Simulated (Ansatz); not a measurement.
**ClH₃HfSe₃: basis-set convergence**

Aim: see how fast density functionals converge with the basis set for ClH₃HfSe₃.

Program: Ansatz 0.2.0, Gaussian basis. Level of theory: one geometry, several basis sets. These are calculated values, not measurements.

Plan: PBE0-D4/def2-SVP; ωB97M-V/def2-SVP; PBE0-D4/def2-QZVPP; ωB97M-V/def2-QZVPP; the functionals' def2-TZVPP values are taken from earlier runs.

## 1. The geometry

All runs share one geometry, relaxed beforehand with PBE0-D4 in a triple-zeta def2 set. Hf takes the def2 core potential; no spin-orbit term is included.

SMILES `[Cl][Hf]([SeH])([SeH])[SeH]`, 8 atoms, charge 0, spin multiplicity 1.

Atoms are counted from 1 here; the program's logs count them from 0.

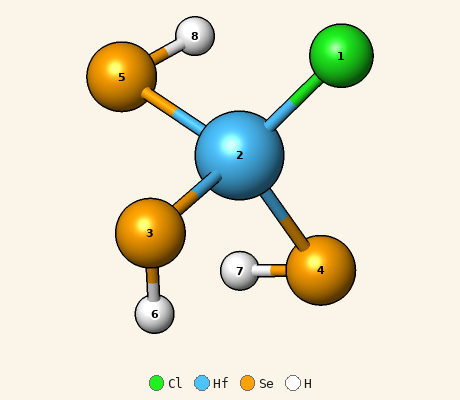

The geometry (chlorine green, hafnium blue, selenium orange, hydrogen white); atoms are numbered from 1 in the order of the file.

Coordinates:

```xyz
8
ClH3HfSe3
Cl   -2.38276   -1.14788    1.19383
Hf   -0.36790   -0.34421    0.36312
Se    1.60414   -1.32745    1.64853
Se   -0.33053    2.21325    0.48156
Se    0.02681   -1.06798   -2.05291
H     2.24765   -0.00924    1.50356
H     0.48667    2.16364   -0.74454
H    -1.28407   -0.48013   -2.39315
```

## 2. PBE0-D4 in def2-SVP

in.yaml

```yaml
crystal:
  periodic: [false, false, false]
  atoms:
    - {symbol: Cl, position_ang: [-2.382762, -1.147884, 1.193835]}
    - {symbol: Hf, position_ang: [-0.367905, -0.344210, 0.363115]}
    - {symbol: Se, position_ang: [1.604143, -1.327454, 1.648532]}
    - {symbol: Se, position_ang: [-0.330534, 2.213245, 0.481561]}
    - {symbol: Se, position_ang: [0.026810, -1.067976, -2.052912]}
    - {symbol: H, position_ang: [2.247647, -0.009240, 1.503563]}
    - {symbol: H, position_ang: [0.486668, 2.163643, -0.744536]}
    - {symbol: H, position_ang: [-1.284066, -0.480134, -2.393148]}
basis:
  gaussian: {orbitals: def2-SVP}
hamiltonian: {xc: pbe0, dispersion: d4}
output: {orbitals: {seedname: orbitals}}
```

Command:

```
$ ansatz run in.yaml --threads 4 --pin off --events-out ev --progress --plain --max-ram 11315MiB
```

Further steps of the session: ωB97M-V in def2-SVP; PBE0-D4 in def2-QZVPP; ωB97M-V in def2-QZVPP.

**Question.** What will the summary of the whole plan be? Wanted: PBE0-D4: double and triple zeta above quadruple; ωB97M-V: double and triple zeta above quadruple.

As calculated:

| quantity | value |
| --- | --- |
| PBE0-D4: double and triple zeta above quadruple | 33.23, 4.50 eV |
| ωB97M-V: double and triple zeta above quadruple | 32.96, 4.35 eV |

In words: PBE0-D4 gains 28.74 eV from double to triple zeta, then 4.50 eV more. Total energies overstate the basis error of differences, where much of it tends to cancel.
